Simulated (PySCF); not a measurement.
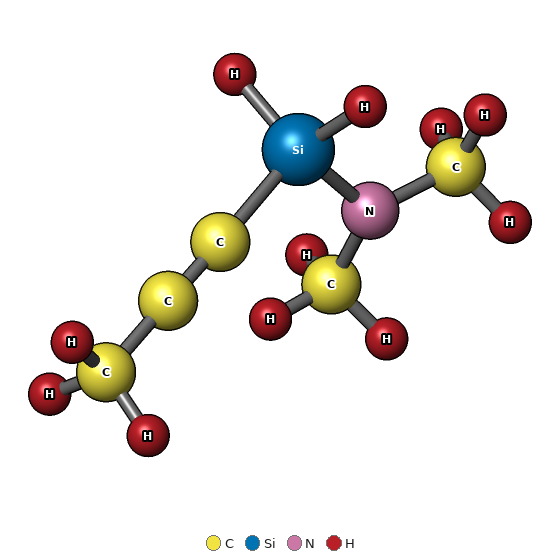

The molecule: C₅H₁₁NSi, SMILES CC#C[SiH2]N(C)C.

Vertical TDDFT excitations, CAM-B3LYP/def2-SVPD, PySCF, at a GFN2-xTB geometry (no frequency check), gas phase.

### What does its absorption spectrum look like?

The lowest singlet lies at 5.61 eV (221 nm, f = 0.008); the brightest of the first 8 is S7 at 6.74 eV (184 nm), f = 0.031, mixed, the largest part being HOMO → LUMO+3 (45 %). No singlet lies below 3.1 eV (beyond 400 nm), so at this level no vertical transition falls in the visible.


```
state  E (eV)  λ (nm)      f          main character
   S1    5.61     221  0.008      HOMO → LUMO (86 %)
   S2    6.01     206  0.001    HOMO−1 → LUMO (41 %)
   S3    6.30     197  0.019    HOMO → LUMO+2 (27 %)
   S4    6.35     195  0.019    HOMO → LUMO+1 (19 %)
   S5    6.42     193  0.004    HOMO → LUMO+2 (32 %)
   S6    6.45     192  0.001  HOMO−2 → LUMO+3 (58 %)
   S7    6.74     184  0.031    HOMO → LUMO+3 (45 %)
   S8    7.15     173  0.004    HOMO → LUMO+5 (48 %)
```

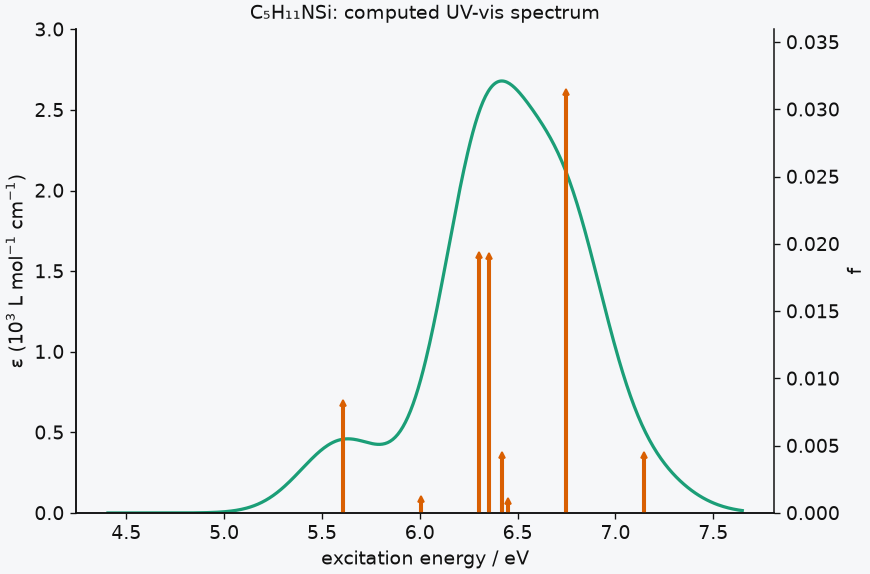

The lowest 8 singlet states are shown; each is broadened by a Gaussian of 1/e half-width 0.30 eV. Sticks give oscillator strengths (right axis).

Caveats: the tight-binding geometry is rougher than a DFT one and adds to the error; one conformer of a flexible molecule; core orbitals are frozen in the response.
